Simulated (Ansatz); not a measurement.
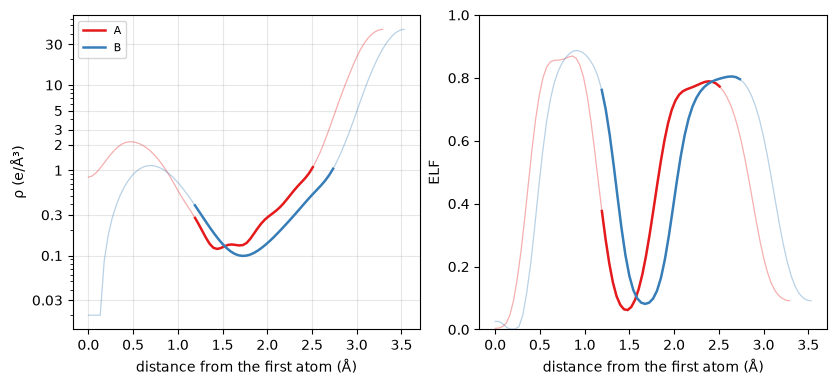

Figure 1: Cs3RbSe2. Valence pseudo-density and ELF along straight lines between neighbouring atoms. Thin, pale parts lie inside the atomic spheres.

Space group P4/mmm; a structure from a database of computed crystals, not necessarily the ambient phase; started from the Mg3HgAu2-123 prototype, which need not be the ambient phase.

Level of theory: DFT, r2SCAN+rVV10, plane waves, PAW in Ansatz.

Core electrons are frozen (PAW), and the valence fields are smoothed inside the atomic spheres.

Input file:

```
crystal:
  lattice:
    - [4.8224010236, 0.0, 0.0]
    - [0.0, 4.8224010236, 0.0]
    - [0.0, 0.0, 12.0224415142]
  atoms:
    - { symbol: Cs, position: [0.5, 0.5, 0.197904454] }
    - { symbol: Cs, position: [0.5, 0.5, 0.5] }
    - { symbol: Cs, position: [0.5, 0.5, 0.802095546] }
    - { symbol: Rb, position: [0.0, 0.0, 0.0] }
    - { symbol: Se, position: [0.0, 0.0, 0.2736477208] }
    - { symbol: Se, position: [0.0, 0.0, 0.7263522792] }
kpoints:
  mp_grid: { grid: [6, 6, 4] }
  band_path:
    path:
      - [0.0, 0.0, 0.0]
      - [0.0, 0.5, 0.0]
      - [0.5, 0.5, 0.0]
      - [0.0, 0.0, 0.5]
      - [0.0, 0.5, 0.5]
      - [0.5, 0.5, 0.5]
    npoints: 1
hamiltonian:
  xc: r2scan
  dispersion: rvv10
scf:
  occupations: { method: fermi_dirac, width: 0.03 }
  n_extra_bands: 5
output:
  forces: true
  stress: true
  eigenvalues: true
  write_density: true
  write_potential: true
  elf: true
  volumetric_format: npy
```

Run with:

```sh
ansatz run input.yaml --threads 2 --pin off --max-ram 2211MiB --backend cpu --events-out ev --progress --plain --runs-dir out
```

Below, planes, directions and counts refer to the conventional cell (a = 4.82 Å, b = 4.82 Å, c = 12.02 Å, α = 90.00°, β = 90.00°, γ = 90.00°).

Which curve belongs to which contact (Cs–Se and Rb–Se)? The first atom named is at distance zero.

Answer. Curve A: Rb–Se (3.29 Å): ρ is about 0.13 e/Å³ halfway, with its minimum of 0.12 e/Å³ about 1.4 Å from Rb; the ELF is about 0.20 at the midpoint and 0.05 at its lowest between the atoms (no shared electron pair shows on this line). Curve B: Cs–Se (3.53 Å): ρ is about 0.1 e/Å³ halfway; the ELF is about 0.10 at the midpoint: no localised pair shows between them.
